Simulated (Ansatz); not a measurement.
```xyz
7

C    -0.8533    0.6806   -0.2920
S    -0.2553   -0.3406    1.0888
Si   -1.6972   -0.0333    2.5937
H    -1.7901    1.1997   -0.0195
H    -0.0820    1.4254   -0.5511
H    -1.0322    0.0348   -1.1681
H    -0.8859   -0.9883    3.4990
```

Theory: Ansatz, RKS LDA/6-31G*.

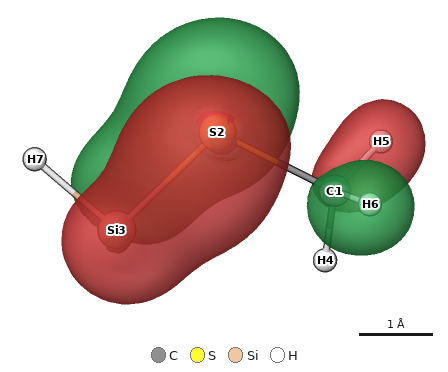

CH$_{4}$SSi (SMILES CS[SiH]). The HOMO−1 at ±0.1 Å⁻³ᐟ² (green and red are the two phases), seen at a tilt.

> Describe this orbital and give its energy.

By Hirshfeld shares it lies mainly on S2 (about 65 %), Si3 (about 20 %) and C1 (about 5 %). Its energy is −6.74 eV.
